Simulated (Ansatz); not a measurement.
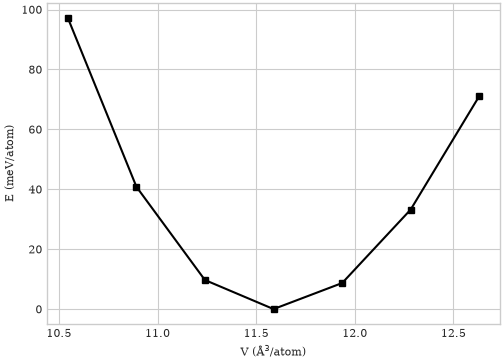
Fig. 1. HfN (rock salt, Fm-3m) under volume change, plane-wave PAW r²SCAN (Ansatz code), scaled uniformly.

What does a third-order Birch–Murnaghan fit give for V₀, B₀ and B′?

V₀ = 11.59 Å³/atom, B₀ = 282 GPa, B′ = 4.2.

The r²SCAN relaxation kept the symmetry of its start; of distortions, only those at the zone centre were tested. The run is not spin-polarised. Spin–orbit coupling is left out wherever it is not named.

Potentials: the earlier of the program's two PAW sets.
